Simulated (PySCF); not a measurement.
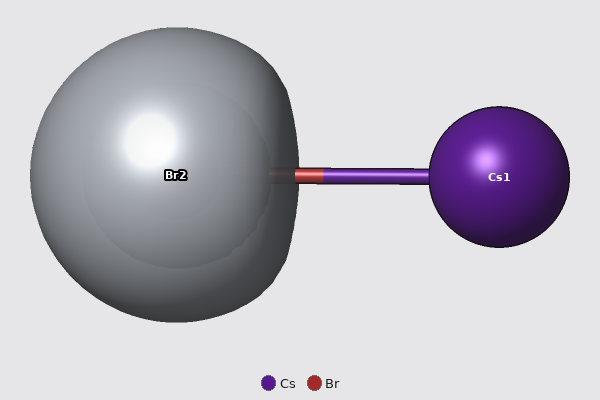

CsBr. Isosurface of the ELF at 0.75 (grey), seen from one side. Only the valence region is drawn (cores and ρ < 0.01 e/Å³ removed).

Core potentials replace the inner electrons of Cs.

These are results of PySCF, PBE0/def2-SVP, non-relativistic Hamiltonian with scalar-relativistic core potentials where named, at a bond length of 3.139 Å, not measurements.

```csv
atom,x (Å),y (Å),z (Å)
Cs,0.0000,0.0000,-1.1695
Br,0.0000,0.0000,1.9695
```

Where are the electrons localised?

Answer. The ELF exceeds this value in one region wrapped around Br (its valence shell). Profiles from the grid: Cs–Br (3.14 Å): the ELF peaks at about 0.80 in the valence shell of Br, 1.1 Å from its nucleus, and drops to about 0.10 between the two atoms (a largely ionic contact).
